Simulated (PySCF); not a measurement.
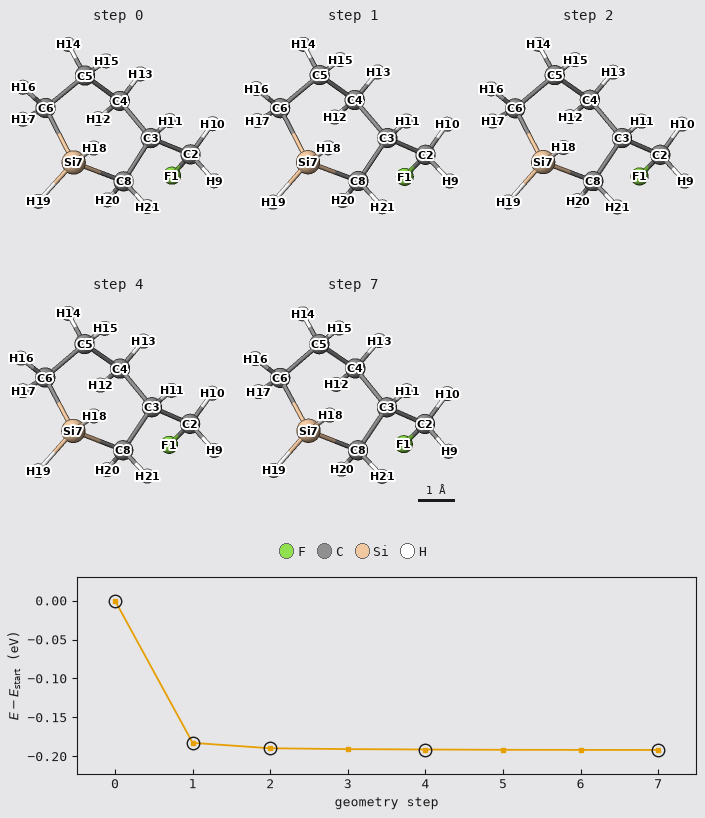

Frames of a relaxation of C6H13FSi, marked on the history of the run. A ball-and-stick model, seen at a tilt.

The start comes from GFN2-xTB. Its atoms were then displaced at random by about 0.01 Å.

The calculation used PySCF 2.14.0, density-fitted response routines, PBE0-D3(BJ)/def2-SVP geometry optimisation, gas phase. 

What happens along the run?

After 7 geometry steps the energy has fallen by 0.192 eV. The largest move after the best rigid fit is that of H13, 0.16 Å. Largest moves by element: H 0.16 Å, F 0.09 Å, C 0.07 Å, Si 0.02 Å. Some distances before and after: C4–H13 1.055 → 1.104 Å, C3–C8 1.502 → 1.536 Å, C4–C5 1.554 → 1.528 Å, Si7–H18 1.475 → 1.500 Å. Among the angles between lasting bonds that change: C3–C4–H13 112.7° → 108.2°, C3–C4–C5 111.7° → 115.6°, H12–C4–H13 108.4° → 105.9°. From step 0 to 1: H13 moves most (0.09 Å), energy −0.183 eV. From step 1 to 2: H12 moves most (0.02 Å), energy −0.007 eV. From step 2 to 4: H13 moves most (0.03 Å), energy −0.002 eV. From step 4 to 7: H atoms move most (0.04 Å), energy −0.001 eV.

| step | E − E(0), eV |
| --- | --- |
| 0 | 0.0000 |
| 1 | -0.1827 |
| 2 | -0.1897 |
| 3 | -0.1908 |
| 4 | -0.1912 |
| 5 | -0.1916 |
| 6 | -0.1917 |
| 7 | -0.1918 |
